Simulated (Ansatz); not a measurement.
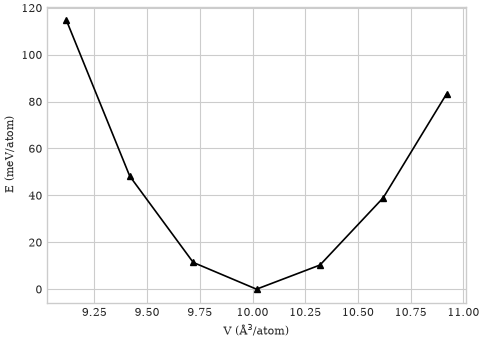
Fig. 1. WC (CsCl type, space group No. 221) under volume change, DFT-r²SCAN in the program Ansatz with PAW potentials, scaled uniformly.

Q: What does a third-order Birch–Murnaghan fit give for V₀, B₀ and B′?

A: V₀ = 10.02 Å³/atom, B₀ = 384 GPa, B′ = 4.3.

Space group Pm-3m (CsCl type). The cell is a constructed one: a structure type filled with these elements; neither database checked (COD, Materials Project) lists it. It is not the phase usual at ambient conditions (space group No. 187). The r²SCAN relaxation kept the symmetry of its start; its stability against distortions is not shown here. No spin polarisation was allowed. Scalar-relativistic: spin–orbit coupling is off unless named, which matters more the heavier the elements.

Potentials: the earlier of the program's two PAW sets.
